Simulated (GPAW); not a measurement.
## VIn15P16 (InP32 V1): moments or none

Wanted: the moments of VIn15P16 (InP32 V1) and the energy gained by spin polarisation.

Program: GPAW 26.7.0. Level of theory: PBE; plane waves with GPAW's PAW setups, scalar-relativistic. Results are calculated unless marked as measured.

## (1) Set-up

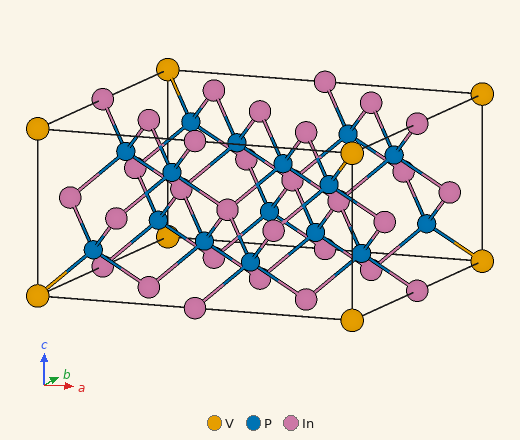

The cell as given, slightly off an axis (vanadium orange, phosphorus blue, indium pink). Bonds to atoms that aren't drawn are left out. Some periodic images of atoms are drawn too.

The cell is a made-up one and need not be a known phase.

## (2) Start 1: ferro +

Parallel moments need no larger cell; this start tests for a ferromagnetic state only.

The input, order1.py:

```python
import json
import numpy as np
from ase import Atoms
from ase.parallel import paropen, parprint
from gpaw import GPAW

atoms = Atoms(['V', 'P', 'In', 'P', 'In', 'P', 'In', 'P', 'In', 'P', 'In', 'P', 'In', 'P', 'In', 'P', 'In', 'P', 'In', 'P', 'In', 'P', 'In', 'P', 'In', 'P', 'In', 'P', 'In', 'P', 'In', 'P'],
    cell=[[11.738, 0.0, 0.0],
         [0.0, 11.738, 0.0],
         [0.0, 0.0, 5.869]],
    scaled_positions=[[0.0, 0.0, 0.0],
         [0.125, 0.125, 0.25],
         [0.0, 0.25, 0.5],
         [0.125, 0.375, 0.75],
         [0.25, 0.0, 0.5],
         [0.375, 0.125, 0.75],
         [0.25, 0.25, 0.0],
         [0.375, 0.375, 0.25],
         [0.0, 0.5, 0.0],
         [0.125, 0.625, 0.25],
         [0.0, 0.75, 0.5],
         [0.125, 0.875, 0.75],
         [0.25, 0.5, 0.5],
         [0.375, 0.625, 0.75],
         [0.25, 0.75, 0.0],
         [0.375, 0.875, 0.25],
         [0.5, 0.0, 0.0],
         [0.625, 0.125, 0.25],
         [0.5, 0.25, 0.5],
         [0.625, 0.375, 0.75],
         [0.75, 0.0, 0.5],
         [0.875, 0.125, 0.75],
         [0.75, 0.25, 0.0],
         [0.875, 0.375, 0.25],
         [0.5, 0.5, 0.0],
         [0.625, 0.625, 0.25],
         [0.5, 0.75, 0.5],
         [0.625, 0.875, 0.75],
         [0.75, 0.5, 0.5],
         [0.875, 0.625, 0.75],
         [0.75, 0.75, 0.0],
         [0.875, 0.875, 0.25]],
    pbc=True,
    magmoms=[2.0, 0.0, 0.0, 0.0, 0.0, 0.0, 0.0, 0.0, 0.0, 0.0, 0.0, 0.0, 0.0, 0.0, 0.0, 0.0, 0.0, 0.0, 0.0, 0.0, 0.0, 0.0, 0.0, 0.0, 0.0, 0.0, 0.0, 0.0, 0.0, 0.0, 0.0, 0.0])
atoms.calc = GPAW(mode={'name': 'pw', 'ecut': 450},
    xc='PBE',
    kpts={'size': (3, 3, 5), 'gamma': True},
    occupations={'name': 'fermi-dirac', 'width': 0.05},
    convergence={'density': 1e-05, 'energy': 1e-05},
    maxiter=200,
    mixer={'name': 'pulay', 'beta': 0.05, 'nmaxold': 6, 'weight': 50},
    symmetry={'tolerance': 1e-4},
    txt='order1.txt')
e = atoms.get_potential_energy(force_consistent=True)
res = {'free_energy': e, 'energy_sigma0': atoms.get_potential_energy(), 'fermi_energy': atoms.calc.get_fermi_level()}
res['moments'] = atoms.get_magnetic_moments().tolist()
res['total'] = atoms.get_magnetic_moment()
parprint('site moments (muB):', np.round(res['moments'], 3))
parprint(f"total moment: {res['total']:.3f} muB")
parprint(f'free energy: {e:.6f} eV')
atoms.calc.write('order1.gpw')
with paropen('results.json', 'w') as f:
    json.dump(res, f)
```

The run is started by

```console
OMP_NUM_THREADS=1 mpirun -n 4 gpaw python order1.py > order1.log
```

Numbers of over 12 decimals in the logs are rounded to 6 here.

The log of the run:

```text
site moments (muB): [ 1.874e+00 -3.200e-02  6.000e-03 -1.000e-03  6.000e-03 -1.000e-03
  3.000e-03 -3.000e-03 -1.000e-03 -1.000e-03  6.000e-03 -3.200e-02
  0.000e+00 -3.000e-03  3.000e-03 -1.000e-03 -1.000e-03 -1.000e-03
  0.000e+00 -3.000e-03  6.000e-03 -3.200e-02  3.000e-03 -1.000e-03
 -0.000e+00 -3.000e-03  0.000e+00 -1.000e-03  0.000e+00 -1.000e-03
  3.000e-03 -3.200e-02]
total moment: 2.000 muB
free energy: -141.888902 eV

--- order1.txt ---
Input parameters:
  mode=PW(ecut=450),
  convergence={'density': 1e-05, 'energy': 1e-05},
  kpts=MonkhorstPack(size=(3, 3, 5), gamma=True),
  maxiter=200,
  mixer=Pulay(name='pulay', nmaxold=6, beta=0.05, weight=50, sigma=0.015, g_ss=None),
  occupations=Occupations(name='fermi-dirac', width=0.05),
  symmetry=Symmetry(tolerance=0.0001),
  xc=XC(name='PBE')

Diagonalizing LCAO Hamiltonian
Converting LCAO to pw mode
        .----------------------------.
       /|                            |
      / |                            |
     /  |  P             P           |
    /   |       P              P     |
   /  In|            In              |
  /    P|         P   P          P   |
 *      .---In------------In---------.
 |     / P   P          P  P        /
 | In /       In In         In     /
 |   /         P             P    /
 |  /nP In         IP  In        /
 | /      In            In      /
 |/                            /
 V-------------In-------------*

Atoms  # Å, Bohr magnetons
|    | symbol |         x |         y |        z |    initial magnetic moments |
|----|--------|-----------|-----------|----------|-----------------------------|
|  0 |      V |  0.000000 |  0.000000 | 0.000000 | ( 0.0000,  0.0000,  2.0000) |
|  1 |      P |  1.467250 |  1.467250 | 1.467250 | ( 0.0000,  0.0000,  0.0000) |
|  2 |     In |  0.000000 |  2.934500 | 2.934500 | ( 0.0000,  0.0000,  0.0000) |
|  3 |      P |  1.467250 |  4.401750 | 4.401750 | ( 0.0000,  0.0000,  0.0000) |
|  4 |     In |  2.934500 |  0.000000 | 2.934500 | ( 0.0000,  0.0000,  0.0000) |
|  5 |      P |  4.401750 |  1.467250 | 4.401750 | ( 0.0000,  0.0000,  0.0000) |
|  6 |     In |  2.934500 |  2.934500 | 0.000000 | ( 0.0000,  0.0000,  0.0000) |
|  7 |      P |  4.401750 |  4.401750 | 1.467250 | ( 0.0000,  0.0000,  0.0000) |
|  8 |     In |  0.000000 |  5.869000 | 0.000000 | ( 0.0000,  0.0000,  0.0000) |
|  9 |      P |  1.467250 |  7.336250 | 1.467250 | ( 0.0000,  0.0000,  0.0000) |
| 10 |     In |  0.000000 |  8.803500 | 2.934500 | ( 0.0000,  0.0000,  0.0000) |
| 11 |      P |  1.467250 | 10.270750 | 4.401750 | ( 0.0000,  0.0000,  0.0000) |
| 12 |     In |  2.934500 |  5.869000 | 2.934500 | ( 0.0000,  0.0000,  0.0000) |
| 13 |      P |  4.401750 |  7.336250 | 4.401750 | ( 0.0000,  0.0000,  0.0000) |
| 14 |     In |  2.934500 |  8.803500 | 0.000000 | ( 0.0000,  0.0000,  0.0000) |
| 15 |      P |  4.401750 | 10.270750 | 1.467250 | ( 0.0000,  0.0000,  0.0000) |
| 16 |     In |  5.869000 |  0.000000 | 0.000000 | ( 0.0000,  0.0000,  0.0000) |
| 17 |      P |  7.336250 |  1.467250 | 1.467250 | ( 0.0000,  0.0000,  0.0000) |
| 18 |     In |  5.869000 |  2.934500 | 2.934500 | ( 0.0000,  0.0000,  0.0000) |
| 19 |      P |  7.336250 |  4.401750 | 4.401750 | ( 0.0000,  0.0000,  0.0000) |
| 20 |     In |  8.803500 |  0.000000 | 2.934500 | ( 0.0000,  0.0000,  0.0000) |
| 21 |      P | 10.270750 |  1.467250 | 4.401750 | ( 0.0000,  0.0000,  0.0000) |
| 22 |     In |  8.803500 |  2.934500 | 0.000000 | ( 0.0000,  0.0000,  0.0000) |
| 23 |      P | 10.270750 |  4.401750 | 1.467250 | ( 0.0000,  0.0000,  0.0000) |
| 24 |     In |  5.869000 |  5.869000 | 0.000000 | ( 0.0000,  0.0000,  0.0000) |
| 25 |      P |  7.336250 |  7.336250 | 1.467250 | ( 0.0000,  0.0000,  0.0000) |
| 26 |     In |  5.869000 |  8.803500 | 2.934500 | ( 0.0000,  0.0000,  0.0000) |
| 27 |      P |  7.336250 | 10.270750 | 4.401750 | ( 0.0000,  0.0000,  0.0000) |
| 28 |     In |  8.803500 |  5.869000 | 2.934500 | ( 0.0000,  0.0000,  0.0000) |
| 29 |      P | 10.270750 |  7.336250 | 4.401750 | ( 0.0000,  0.0000,  0.0000) |
| 30 |     In |  8.803500 |  8.803500 | 0.000000 | ( 0.0000,  0.0000,  0.0000) |
| 31 |      P | 10.270750 | 10.270750 | 1.467250 | ( 0.0000,  0.0000,  0.0000) |

Unit cell  # Å
| periodic |         x |         y |        z |   lengths |    angles |
|----------|-----------|-----------|----------|-----------|-----------|
|      yes | 11.738000 |  0.000000 | 0.000000 | 11.738000 | 90.000000 |
|      yes |  0.000000 | 11.738000 | 0.000000 | 11.738000 | 90.000000 |
|      yes |  0.000000 |  0.000000 | 5.869000 |  5.869000 | 90.000000 |

Number of symmetries: 8

BZ-sampling:
  Number of BZ points: 45
  Number of IBZ points: 9

  Monkhorst-Pack size: [3, 3, 5]
  Monkhorst-Pack shift: [0, 0, 0]

K-points  # in reciprocal-cell coordinates
|   |                                coordinates |     weight |
|---|--------------------------------------------|------------|
| 0 | (  0.00000000,   0.00000000,   0.00000000) | 0.02222222 |
| 1 | (  0.00000000,   0.00000000,   0.20000000) | 0.04444444 |
| 2 | (  0.00000000,   0.00000000,   0.40000000) | 0.04444444 |
| 3 | (  0.33333333,   0.00000000,   0.00000000) | 0.08888889 |
| 4 | (  0.33333333,   0.00000000,   0.20000000) | 0.17777778 |
| 5 | (  0.33333333,   0.00000000,   0.40000000) | 0.17777778 |
| 6 | (  0.33333333,   0.33333333,   0.00000000) | 0.08888889 |
| 7 | (  0.33333333,   0.33333333,   0.20000000) | 0.17777778 |
| 8 | (  0.33333333,   0.33333333,   0.40000000) | 0.17777778 |

Plane wave coefficients: 17550
Cutoff: 450.000000 eV

Spin-components: 2 (collinear spins)
Bands:           178
Projectors:      176
Spin-degeneracy: 1
Datatype:        complex128

Parallelization:
  kpt:    4
  domain: 1
  band:   1

Density:
  Valence electrons: 288.0
  Components: 2
  Grid points: [60 60 30]
  Charge: 0.0  # |e|

Potential:
  Grid points: [60 60 30]

species:
  V:
    name:    Vanadium
    Z:       23.0
    valence: 13
    core:    10
    charge:  0.0  # [|e|]
    compensation charges:
      type: gauss
      rc: 0.37  # [Å]
      lmax: 2
    cutoffs:
      filter: 2.14  # [Å]
      core: 0.96  # [Å]
    projectors
    | kind |    occ | energy [eV] | rcut [Å] |
    |------|--------|-------------|----------|
    |   3s |  2.000 |     -70.222 |    1.254 |
    |   4s |  2.000 |      -4.702 |    1.254 |
    |   3p |  6.000 |     -44.043 |    1.281 |
    |   4p |  0.000 |      -1.444 |    1.281 |
    |   3d |  3.000 |      -5.164 |    1.169 |
    |    d |        |      22.047 |    1.169 |

    Using partial waves for V as LCAO basis

  P:
    name:    Phosphorus
    Z:       15.0
    valence: 5
    core:    10
    charge:  0.0  # [|e|]
    compensation charges:
      type: gauss
      rc: 0.30  # [Å]
      lmax: 2
    cutoffs:
      filter: 1.69  # [Å]
      core: 1.81  # [Å]
    projectors
    | kind |    occ | energy [eV] | rcut [Å] |
    |------|--------|-------------|----------|
    |   3s |  2.000 |     -13.968 |    0.953 |
    |   3p |  3.000 |      -5.506 |    0.953 |
    |    s |        |      13.244 |    0.953 |
    |    p |        |      21.705 |    0.953 |
    |    d |        |       0.000 |    0.953 |

    Using partial waves for P as LCAO basis

  In:
    name:    Indium
    Z:       49.0
    valence: 13
    core:    36
    charge:  0.0  # [|e|]
    compensation charges:
      type: gauss
      rc: 0.36  # [Å]
      lmax: 2
    cutoffs:
      filter: 2.09  # [Å]
      core: 2.48  # [Å]
    projectors
    | kind |    occ | energy [eV] | rcut [Å] |
    |------|--------|-------------|----------|
    |   5s |  2.000 |      -8.203 |    1.185 |
    |   5p |  1.000 |      -2.521 |    1.244 |
    |   4d | 10.000 |     -18.629 |    1.148 |
    |    s |        |      19.008 |    1.185 |
    |    p |        |      24.691 |    1.244 |
    |    d |        |       8.583 |    1.148 |

    Using partial waves for In as LCAO basis

Reference energy: -2574298.409003  # eV

eigensolver:
  PPCG
  Converge bands: occupied
  niter=2

density mixing:
  Pulay-Mixer
  Linear mixing parameters: 0.05
  Old densities: 6
  Fourier metric: weight=50, sigma=0.015

occupation numbers:
  Fermi-Dirac:
    width: 0.0500  # eV

poisson solver:
  ecut: 3600.000000  # eV

xc functional:
  name: PBE with 2 nearest neighbor stencil

convergence criteria:
- Maximum integral of absolute [dens]ity change: 1e-05 electrons / valence electron
- Maximum [total energy] change in last 3 cyles: 1e-05 eV / valence electron
- Maximum integral of absolute [eigenst]ate change: 4e-08 eV^2 / valence electron
maximum number of iterations: 200

SCF iterations
|iter     |      energy | eigst |  dens |  magmom |
|---------|-------------|-------|-------|---------|
|iter:   1|       0s | -146.873739 | -0.04 |       |  +2.0049|
|iter:   2|      25s | -145.964204 | -1.17 | -1.09 |  +2.0047|
|iter:   3|      50s | -142.613565 | -1.34 | -1.15 |  +2.0036|
|iter:   4|      75s | -142.047560 | -1.09 | -1.32 |  +2.0019|
|iter:   5|     102s | -141.822748 | -2.35 | -1.59 |  +2.0020|
|iter:   6|     129s | -142.010279 | -2.31 | -1.57 |  +2.0002|
|iter:   7|     154s | -141.878565 | -2.55 | -2.02 |  +2.0004|
|iter:   8|     179s | -141.887721 | -3.02 | -2.14 |  +2.0000|
|iter:   9|     204s | -141.890524 | -3.96 | -2.63 |  +1.9999|
|iter:  10|     230s | -141.887568 | -3.96 | -2.70 |  +2.0000|
|iter:  11|     255s | -141.888022 | -5.10 | -3.00 |  +1.9999|
|iter:  12|     279s | -141.888408c| -5.02 | -3.07 |  +1.9999|
|iter:  13|     305s | -141.888473c| -6.01 | -3.29 |  +1.9999|
|iter:  14|     329s | -141.888668c| -5.87 | -3.33 |  +2.0000|
|iter:  15|     355s | -141.888744c| -6.28 | -3.50 |  +2.0000|
|iter:  16|     383s | -141.888811c| -6.19 | -3.60 |  +2.0000|
|iter:  17|     408s | -141.888822c| -6.88 | -3.80 |  +2.0000|
|iter:  18|     433s | -141.888833c| -6.84 | -3.91 |  +2.0000|
|iter:  19|     458s | -141.888838c| -7.26 | -4.20 |  +2.0000|
|iter:  20|     471s | -141.888837c| -7.46c| -4.31 |  +2.0000|
|iter:  21|     496s | -141.888841c| -7.62c| -4.32 |  +2.0000|
|iter:  22|     509s | -141.888842c| -8.07c| -4.51 |  +2.0000|
|iter:  23|     522s | -141.888843c| -8.04c| -4.56 |  +2.0000|
|iter:  24|     547s | -141.888844c| -7.56c| -4.62 |  +2.0000|
|iter:  25|     560s | -141.888845c| -8.18c| -4.77 |  +2.0000|
|iter:  26|     573s | -141.888845c| -7.99c| -4.83 |  +2.0000|
|iter:  27|     586s | -141.888845c| -8.14c| -5.04c|  +2.0000|

Converged in 27 steps
Energy contributions relative to reference atoms: (reference = -2574298.409003)

Energy contributions:
  Kinetic:         334.532709
  Coulomb:        -309.294369
  Zero:              3.091741
  External:          0.000000
  Xc:             -170.218870
  Entropy:          -0.000114
  Spinorbit:         0.000000
  ----------------------------
  Free energy:    -141.888902
  Extrapolated:   -141.888845

dipole moment: (-146.199488, -146.199488, -151.924717)  # |e|*Ang

Total magnetic moment: (0.000000, 0.000000, 1.999977)

Local magnetic moments
|        x |        y |         z |
|----------|----------|-----------|
| 0.000000 | 0.000000 |  1.874443 |  # V    0
| 0.000000 | 0.000000 | -0.032095 |  # P    1
| 0.000000 | 0.000000 |  0.005840 |  # In   2
| 0.000000 | 0.000000 | -0.001331 |  # P    3
| 0.000000 | 0.000000 |  0.005840 |  # In   4
| 0.000000 | 0.000000 | -0.001331 |  # P    5
| 0.000000 | 0.000000 |  0.003036 |  # In   6
| 0.000000 | 0.000000 | -0.002564 |  # P    7
| 0.000000 | 0.000000 | -0.000521 |  # In   8
| 0.000000 | 0.000000 | -0.001331 |  # P    9
| 0.000000 | 0.000000 |  0.005840 |  # In  10
| 0.000000 | 0.000000 | -0.032095 |  # P   11
| 0.000000 | 0.000000 |  0.000108 |  # In  12
| 0.000000 | 0.000000 | -0.002564 |  # P   13
| 0.000000 | 0.000000 |  0.003036 |  # In  14
| 0.000000 | 0.000000 | -0.001331 |  # P   15
[...]
| 0.000000 | 0.000000 |  0.003036 |  # In  22
| 0.000000 | 0.000000 | -0.001331 |  # P   23
| 0.000000 | 0.000000 | -0.000474 |  # In  24
| 0.000000 | 0.000000 | -0.002564 |  # P   25
| 0.000000 | 0.000000 |  0.000108 |  # In  26
| 0.000000 | 0.000000 | -0.001331 |  # P   27
| 0.000000 | 0.000000 |  0.000108 |  # In  28
| 0.000000 | 0.000000 | -0.001331 |  # P   29
| 0.000000 | 0.000000 |  0.003036 |  # In  30
| 0.000000 | 0.000000 | -0.032095 |  # P   31

Fermi level: 5.233
Eigenvalues  # (at kpt = [0.000, 0.000, 0.000])
| band index |      eig [eV] | occ [0-1] |      eig [eV] | occ [0-1] |
|------------|---------------|-----------|---------------|-----------|
|          0 |       -59.938 |     1.000 |       -58.010 |     1.000 |
|        ... |               |           |               |           |
|        136 |         3.541 |     1.000 |         3.694 |     1.000 |
|        137 |         3.674 |     1.000 |         3.736 |     1.000 |
|        138 |         3.674 |     1.000 |         3.736 |     1.000 |
|        139 |         3.763 |     1.000 |         3.755 |     1.000 |
|        140 |         4.483 |     1.000 |         4.595 |     1.000 |
|        141 |         4.523 |     1.000 |         4.610 |     1.000 |
|        142 |         4.523 |     1.000 |         4.610 |     1.000 |
|        143 |         4.523 |     1.000 |         5.609 |     0.001 |
|        144 |         4.602 |     1.000 |         6.336 |     0.000 |
|        145 |         5.594 |     0.001 |         6.347 |     0.000 |
|        146 |         5.861 |     0.000 |         6.371 |     0.000 |
|        147 |         5.962 |     0.000 |         6.397 |     0.000 |
|        148 |         5.962 |     0.000 |         6.397 |     0.000 |
|        149 |         6.752 |     0.000 |         7.000 |     0.000 |
|        150 |         6.760 |     0.000 |         7.035 |     0.000 |
|        151 |         6.760 |     0.000 |         7.035 |     0.000 |
|        ... |               |           |               |           |
|        177 |         9.738 |     0.000 |         9.838 |     0.000 |

Gap: 0.786 eV
Transition (v -> c):
  (s=0, k=5, n=144, [0.33, 0.00, 0.40]) -> (s=0, k=0, n=145, [0.00, 0.00, 0.00])
Direct/indirect transitions are different
Direct gap: 0.908 eV
Transition at: (s=0, k=1, n=144, [0.00, 0.00, 0.20])
```

Elapsed: 11 min, on 4 MPI ranks of AMD EPYC 7B13 (Zen 3), shared host; peak memory 3.3 GiB.

Spin moment in the augmentation sphere by element, in μB:

```csv
element,atoms,mean,spread (r.m.s.),least,largest
V,1,1.87,0.00,1.87,1.87
P,16,-0.01,0.01,-0.03,0.00
In,15,0.00,0.00,0.00,0.01
```

The atoms farthest from the mean of their element:

```csv
atom,"x, y, z (Å)",spin moment in the augmentation sphere (μB)
P2,"1.47, 1.47, 1.47",-0.03
P12,"1.47, 10.27, 4.40",-0.03
P32,"10.27, 10.27, 1.47",-0.03
P22,"10.27, 1.47, 4.40",-0.03
P10,"1.47, 7.34, 1.47",0.00
P16,"4.40, 10.27, 1.47",0.00
P6,"4.40, 1.47, 4.40",0.00
P4,"1.47, 4.40, 4.40",0.00
```

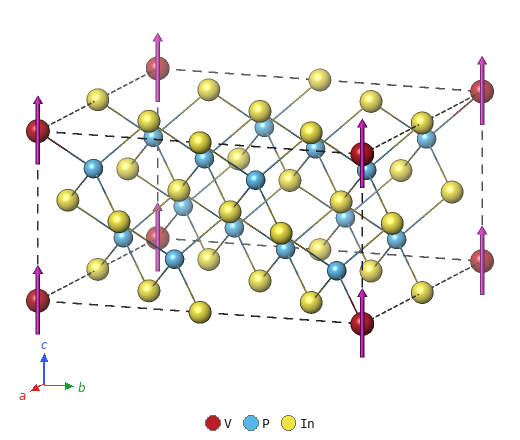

Spin moment in the augmentation sphere as arrows, the longest 1.87 μB. Up and down stand for the sign. Arrows give size and sign along the axis of quantisation, drawn up and down the page. Bonds to atoms that aren't drawn are left out. Some periodic images of atoms are drawn too.

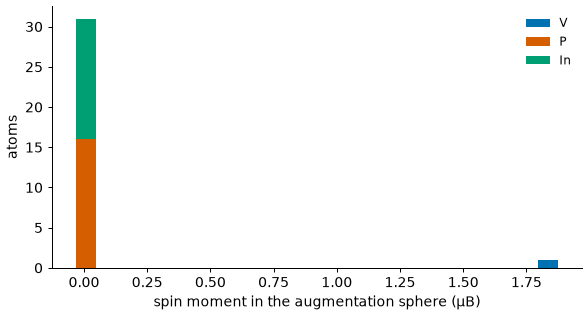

Spin moment in the augmentation sphere as a stacked histogram.

Read from the output:

| Quantity | Value |
| --- | --- |
| magnetization | 2.000 μB |
| final state | ferromagnetic |

After 27 cycles the largest moment stands at 1.87 μB.

[end of part 1 of 2]

[Logs and program files are shortened in this print: banners, set-up blocks, solver, clock and traceback lines can be left out without a mark of their own.]

[Logs are printed without paths, hosts, clocks, repeated set-up lines and the standing remarks that a program may print on its own settings, such as how far it seeks lower states.]

[Hosts, paths, dates, database ids (printed as entryN), source tags and the programs' standing remarks are cut or masked in the printed files.]

[Where a cell is said to come from a database of computed structures, the database is the Materials Project.]
